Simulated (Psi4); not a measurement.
# One shape, several levels: doublet CF3

Aim: a comparison of 6 runs (UBLYP/def2-SVPD, UDSD-PBEP86/def2-SVPD, UPBE/def2-SVPD, USVWN5/def2-SVPD, UOMP2/def2-SVPD, UMP3/def2-SVPD) of doublet CF3. 

Program for the calculation: Psi4 1.11.

1 further run of the same task is left out (set aside as unsound or not needed).

### Step 1. Starting point

CF3 has 4 atoms, charge 0, and is taken as a doublet. As SMILES of the parent species, `F[C+](F)F`. The shape is that of a PBE0-D4/def2-TZVP optimisation. That shape belongs to the parent species and isn't relaxed for this state.

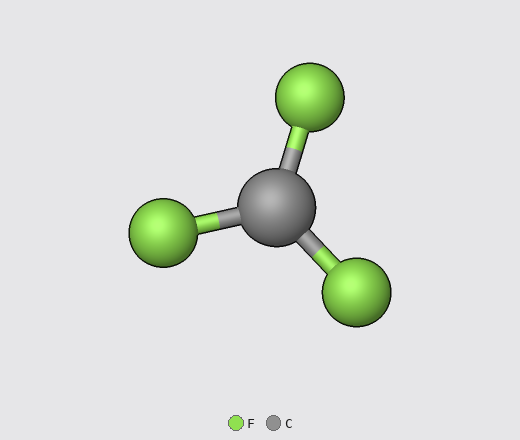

Viewed from a chosen angle; fluorine green, carbon grey.

### Step 2. Energy and gradient at UBLYP/def2-SVPD (run 1)

File cf3.json:

```json
{
 "schema_name": "qcschema_input",
 "schema_version": 1,
 "molecule": {
  "schema_name": "qcschema_molecule",
  "schema_version": 2,
  "symbols": ["F", "C", "F", "F"],
  "geometry": [1.32016267, -0.21656261, 1.89993065, 0.0, 0.0, 0.0, -1.15178807, -1.83945941, -0.83034566, -0.16818563, 2.05602202, -1.06958499],
  "molecular_charge": 0,
  "molecular_multiplicity": 2,
  "fix_symmetry": "c1",
  "fix_com": true,
  "fix_orientation": true
 },
 "driver": "gradient",
 "model": {
  "method": "blyp",
  "basis": "def2-SVPD"
 },
 "keywords": {
  "reference": "uks",
  "puream": true,
  "e_convergence": 1e-09,
  "d_convergence": 1e-08,
  "scf_type": "pk",
  "dft_radial_points": 99,
  "dft_spherical_points": 590,
  "maxiter": 100,
  "scf_properties": ["MAYER_INDICES", "DIPOLE", "LOWDIN_CHARGES"]
 }
}
```

Started as:

```
psi4 --qcschema cf3.json -n 1 --memory 2200MB
```

stdout:

```text
[...]
  Running in c1 symmetry.
[...]
  Nuclear repulsion =  130.092792062565593
[...]
  Multiplicity = 2
[...]
  Nalpha       = 17
  Nbeta        = 16
[...]
    Number of basis functions: 89
[...]
   @UKS iter   1:  -337.15696868202156    4.07962e-01   5.36406e-03 DIIS/ADIIS
[...]
   @UKS iter  11:  -337.23082027241014   -1.13687e-12   1.46742e-09 DIIS
[...]
   @S^2 Observed:                7.518888469E-01
[...]
  @UKS Final Energy:  -337.23082027241014
   => Energetics <=
    Nuclear Repulsion Energy =            130.0927920625655929
    One-Electron Energy =                -725.7737810626194914
    Two-Electron Energy =                 295.2922274232259952
    DFT Exchange-Correlation Energy =     -36.8420586955823239
    Empirical Dispersion Energy =           0.0000000000000000
    VV10 Nonlocal Energy =                  0.0000000000000000
    Total Energy =                       -337.2308202724101420
[...]
  -Total Gradient:
     Atom            X                  Y                   Z
    ------   -----------------  -----------------  -----------------
       1       -0.079899191258     0.013118327275    -0.114975516902
       2        0.000046532625     0.000010329883    -0.000007615205
       3        0.069667966465     0.111274415118     0.050237487878
       4        0.010185245052    -0.124408908673     0.064748836417
[...]
```

The result, in JSON:

```text
{
 "driver": "gradient",
 "model": {
  "method": "blyp",
  "basis": "def2-SVPD"
 },
 "success": true,
 "return_result": [-0.07989919125787831, 0.013118327275444437, -0.11497551690248575, 4.653262466254863e-05, 1.0329882773874784e-05, -7.6152045339265666e-06, 0.06966796646534779, 0.11127441511823677, 0.05023748787771265, 0.010185245052484845, -0.12440890867297383, 0.06474883641720805],
 "properties": {
  "calcinfo_nbasis": 89,
  "calcinfo_nmo": 89,
  "calcinfo_nalpha": 17,
  "calcinfo_nbeta": 16,
  "calcinfo_natom": 4,
  "nuclear_repulsion_energy": 130.0927920625656,
  "return_energy": -337.23082027241014,
  "return_gradient": [-0.07989919125787831, 0.013118327275444437, -0.11497551690248575, 4.653262466254863e-05, 1.0329882773874784e-05, -7.6152045339265666e-06, 0.06966796646534779, 0.11127441511823677, 0.05023748787771265, 0.010185245052484845, -0.12440890867297383, 0.06474883641720805],
  "scf_one_electron_energy": -725.7737810626195,
  "scf_two_electron_energy": 295.292227423226,
  "scf_xc_energy": -36.842058695582324,
  "scf_dipole_moment": [2.3780127301753495e-05, -4.024332611152204e-06, -3.6374853910947635e-05],
  "scf_total_energy": -337.23082027241014,
  "scf_total_gradient": [-0.07989919125787831, 0.013118327275444437, -0.11497551690248575, 4.653262466254863e-05, 1.0329882773874784e-05, -7.6152045339265666e-06, 0.06966796646534779, 0.11127441511823677, 0.05023748787771265, 0.010185245052484845, -0.12440890867297383, 0.06474883641720805],
  "scf_iterations": 11
 }
}
```

It took 47 s on 1 thread of Intel Xeon at 2.50GHz (Skylake/Cascade Lake), shared host; peak memory 0.88 GiB.

### Step 3. The energy at UDSD-PBEP86/def2-SVPD (density fitting for correlation) (run 2)

File cf3.xyz:

```xyz
4
CF3
F      0.698600    -0.114600     1.005400
C      0.000000     0.000000     0.000000
F     -0.609500    -0.973400    -0.439400
F     -0.089000     1.088000    -0.566000
```

File cf3_ase.py:

```python
import numpy as np
from ase.calculators.psi4 import Psi4
from ase.io import read

atoms = read('cf3.xyz')
calc = Psi4(atoms=atoms, method='dsd-pbep86', basis='def2-SVPD', memory='2200MB', num_threads=1, charge=0, multiplicity=2, label='psi4-calc', reference='uks')
calc.psi4.set_options({'puream': True, 'e_convergence': 1e-09, 'd_convergence': 1e-08, 'scf_type': 'pk', 'dft_radial_points': 99, 'dft_spherical_points': 590, 'num_frozen_docc': 4, 'maxiter': 100})
atoms.calc = calc

print(f'energy: {atoms.get_potential_energy():.6f} eV')
```

Started as:

```
python cf3_ase.py
```

psi4-calc.dat:

```text
[...]
  Running in c1 symmetry.
[...]
  Nuclear repulsion =  130.092792016670501
[...]
  Multiplicity = 2
[...]
  Nalpha       = 17
  Nbeta        = 16
[...]
    Number of basis functions: 89
[...]
   @UKS iter   1:  -336.30908095150085    2.24550e-01   4.30910e-03 ADIIS/DIIS
[...]
   @UKS iter  11:  -336.36156499548099   -3.35376e-12   4.91463e-09 DIIS
[...]
   @S^2 Observed:                7.571967828E-01
[...]
  @UKS Final Energy:  -336.36156499548099
   => Energetics <=
    Nuclear Repulsion Energy =            130.0927920166705007
    One-Electron Energy =                -725.8323820953235099
    Two-Electron Energy =                 269.8616800190791309
    DFT Exchange-Correlation Energy =     -10.4836549359071025
    Empirical Dispersion Energy =           0.0000000000000000
    VV10 Nonlocal Energy =                  0.0000000000000000
    Total Energy =                       -336.3615649954809896
[...]
 Multipole Moments:
 ------------------------------------------------------------------------------------
     Multipole            Electronic (a.u.)      Nuclear  (a.u.)        Total (a.u.)
 ------------------------------------------------------------------------------------
 L = 1.  Multiply by 2.5417464519 to convert [e a0] to [Debye]
 Dipole X            :          0.0000383           -0.0000164            0.0000219
 Dipole Y            :         -0.0000066            0.0000000           -0.0000066
 Dipole Z            :         -0.0000414            0.0000000           -0.0000414
 Magnitude           :                                                    0.0000473
[...]
```

On the terminal:

```text
energy: -9162.367309 eV
```

It took 26 s on 1 thread of Intel Xeon at 2.50GHz (Skylake/Cascade Lake), shared host; peak memory 0.9 GiB.

### Step 4. Energy and forces at UPBE/def2-SVPD (run 3)

File job.json:

```json
{
  "schema_name": "qcschema_input",
  "schema_version": 1,
  "molecule": {
    "schema_name": "qcschema_molecule",
    "schema_version": 2,
    "symbols": ["F", "C", "F", "F"],
    "geometry": [1.32016267, -0.21656261, 1.89993065, 0.0, 0.0, 0.0, -1.15178807, -1.83945941, -0.83034566, -0.16818563, 2.05602202, -1.06958499],
    "molecular_charge": 0,
    "molecular_multiplicity": 2,
    "fix_symmetry": "c1",
    "fix_com": true,
    "fix_orientation": true
  },
  "driver": "gradient",
  "model": {
    "method": "pbe",
    "basis": "def2-SVPD"
  },
  "keywords": {
    "reference": "uks",
    "puream": true,
    "e_convergence": 1e-09,
    "d_convergence": 1e-08,
    "scf_type": "pk",
    "dft_radial_points": 99,
    "dft_spherical_points": 590,
    "maxiter": 100,
    "scf_properties": ["WIBERG_LOWDIN_INDICES", "DIPOLE", "LOWDIN_CHARGES"]
  }
}
```

Started as:

```
psi4 --qcschema job.json -n 1 --memory 2200MB
```

stdout:

```text
[...]
  Running in c1 symmetry.
[...]
  Nuclear repulsion =  130.092792062565593
[...]
  Multiplicity = 2
[...]
  Nalpha       = 17
  Nbeta        = 16
[...]
    Number of basis functions: 89
[...]
   @UKS iter   1:  -336.88220164907591    3.98174e-01   4.83255e-03 ADIIS/DIIS
[...]
   @UKS iter  11:  -336.94397904930241   -9.09495e-13   1.28803e-09 DIIS
[...]
   @S^2 Observed:                7.520082092E-01
[...]
  @UKS Final Energy:  -336.94397904930241
   => Energetics <=
    Nuclear Repulsion Energy =            130.0927920625655929
    One-Electron Energy =                -725.7327967831245132
    Two-Electron Energy =                 295.2354835124895089
    DFT Exchange-Correlation Energy =     -36.5394578412330375
    Empirical Dispersion Energy =           0.0000000000000000
    VV10 Nonlocal Energy =                  0.0000000000000000
    Total Energy =                       -336.9439790493024134
[...]
  -Total Gradient:
     Atom            X                  Y                   Z
    ------   -----------------  -----------------  -----------------
       1       -0.075439125096     0.012387085145    -0.108556543073
       2        0.000046476068     0.000010133854    -0.000007846246
       3        0.065777051092     0.105059940718     0.047433027733
       4        0.009617251755    -0.117463144021     0.061136125290
[...]
```

The result, in JSON:

```text
{
 "driver": "gradient",
 "model": {
  "method": "pbe",
  "basis": "def2-SVPD"
 },
 "success": true,
 "return_result": [-0.07543912509618877, 0.012387085144914788, -0.10855654307345247, 4.647606758920137e-05, 1.013385396361888e-05, -7.846245732015762e-06, 0.06577705109205845, 0.10505994071810354, 0.04743302773314667, 0.009617251754706957, -0.11746314402121272, 0.0611361252897035],
 "properties": {
  "calcinfo_nbasis": 89,
  "calcinfo_nmo": 89,
  "calcinfo_nalpha": 17,
  "calcinfo_nbeta": 16,
  "calcinfo_natom": 4,
  "nuclear_repulsion_energy": 130.0927920625656,
  "return_energy": -336.9439790493024,
  "return_gradient": [-0.07543912509618877, 0.012387085144914788, -0.10855654307345247, 4.647606758920137e-05, 1.013385396361888e-05, -7.846245732015762e-06, 0.06577705109205845, 0.10505994071810354, 0.04743302773314667, 0.009617251754706957, -0.11746314402121272, 0.0611361252897035],
  "scf_one_electron_energy": -725.7327967831245,
  "scf_two_electron_energy": 295.2354835124895,
  "scf_xc_energy": -36.53945784123304,
  "scf_dipole_moment": [2.6669033878157222e-05, -3.8071090786573336e-06, -3.6615673005724325e-05],
  "scf_total_energy": -336.9439790493024,
  "scf_total_gradient": [-0.07543912509618877, 0.012387085144914788, -0.10855654307345247, 4.647606758920137e-05, 1.013385396361888e-05, -7.846245732015762e-06, 0.06577705109205845, 0.10505994071810354, 0.04743302773314667, 0.009617251754706957, -0.11746314402121272, 0.0611361252897035],
  "scf_iterations": 11
 }
}
```

Run time: 55 s. Hardware: 1 thread of Intel Xeon at 2.50GHz (Skylake/Cascade Lake), shared host; peak memory 0.88 GiB.

Runs 4 to 5 aren't shown in full; the table further down has their settings and results.

### Step 5. A single-point energy at UMP3/def2-SVPD (run 6)

cf3.xyz is that of step 3.

File run_ase.py:

```python
import numpy as np
from ase.calculators.psi4 import Psi4
from ase.io import read

a = read('cf3.xyz')
calc = Psi4(atoms=a, method='mp3', basis='def2-SVPD', memory='2200MB', num_threads=1, charge=0, multiplicity=2, label='calc', reference='uhf')
calc.psi4.set_options({'puream': True, 'e_convergence': 1e-09, 'd_convergence': 1e-08, 'scf_type': 'pk', 'num_frozen_docc': 4, 'maxiter': 100, 'mp_type': 'conv'})
a.calc = calc

print(f'energy: {a.get_potential_energy():.6f} eV')
```

Started as:

```
python run_ase.py
```

calc.dat:

```text
[...]
  Running in c1 symmetry.
[...]
  Nuclear repulsion =  130.092792016670501
[...]
  Multiplicity = 2
[...]
  Nalpha       = 17
  Nbeta        = 16
[...]
    Number of basis functions: 89
[...]
   @UHF iter   1:  -335.74417999490197    1.67737e-01   4.70295e-03 ADIIS/DIIS
[...]
   @UHF iter  12:  -335.81514851763967   -5.68434e-13   1.99098e-09 DIIS
[...]
   @S^2 Observed:                7.603635539E-01
[...]
  @UHF Final Energy:  -335.81514851763967
   => Energetics <=
    Nuclear Repulsion Energy =            130.0927920166705007
    One-Electron Energy =                -725.8415863051416181
    Two-Electron Energy =                 259.9336457708314470
    Total Energy =                       -335.8151485176396704
  UHF NO Occupations:
  HONO-2 :   15  A 1.9990576
  HONO-1 :   16  A 1.9971219
[...]
 Multipole Moments:
 ------------------------------------------------------------------------------------
     Multipole            Electronic (a.u.)      Nuclear  (a.u.)        Total (a.u.)
 ------------------------------------------------------------------------------------
 L = 1.  Multiply by 2.5417464519 to convert [e a0] to [Debye]
 Dipole X            :          0.0000390           -0.0000164            0.0000226
 Dipole Y            :         -0.0000086            0.0000000           -0.0000086
 Dipole Z            :         -0.0000455            0.0000000           -0.0000455
 Magnitude           :                                                    0.0000516
[...]
	SCS-MP2 Total Energy (a.u.)        :  -336.45983615917783
	SOS-MP2 Total Energy (a.u.)        :  -336.44453641656213
[...]
	SOS-PI-MP2 Total Energy (a.u.)     :  -336.49295087032539
[...]
	MP2 Total Energy (a.u.)            :  -336.49043564440910
[...]
	SCS-MP3 Total Energy (a.u.)        :  -336.46090416815605
[...]
	MP3 Total Energy (a.u.)            :  -336.49470768032211
[...]
```

Standard output:

```text
energy: -9156.487386 eV
```

Run time: 31 s. Hardware: 1 thread of Intel Xeon at 2.50GHz (Skylake/Cascade Lake), shared host; peak memory 0.63 GiB.

### Step 6. Overview of the runs

```tsv
run	level	task	frozen core orbitals	energy (Eh)	HOMO energy (eV)	LUMO energy (eV)	⟨S²⟩	wall time
1	UBLYP/def2-SVPD	gradient	0	-337.230820	-2.40	-0.57	0.752	47 s
2	UDSD-PBEP86/def2-SVPD (density fitting for correlation)	energy	4	-336.710791	-7.07	1.47	0.757	26 s
3	UPBE/def2-SVPD	gradient	0	-336.943979	-2.43	-0.52	0.752	55 s
4	USVWN5/def2-SVPD	gradient	0	-335.050068	-2.50	-0.99	0.751	35 s
5	UOMP2/def2-SVPD (density fitting for correlation)	energy	4	-336.500050	-8.68	2.09	0.760	3.9 min
6	UMP3/def2-SVPD	energy	4	-336.494708	-8.68	2.09	0.760	31 s
```

### Step 7. Outcome

| quantity | value |
| --- | --- |
| run 6: total energy | -336.49471 Eh |
| run 6: HOMO energy (Hartree–Fock orbitals) (highest over α and β) | -8.68 eV |
| run 6: LUMO energy (Hartree–Fock orbitals) (lowest over α and β) | 2.09 eV |
| run 6: correlation energy (4 core orbitals frozen) | -679.6 mEh |
| run 6: ⟨S²⟩ of the reference determinant | 0.760 |

Totals of different functionals can't be ranked against each other. All runs together took 7.1 min, the longest 3.9 min.
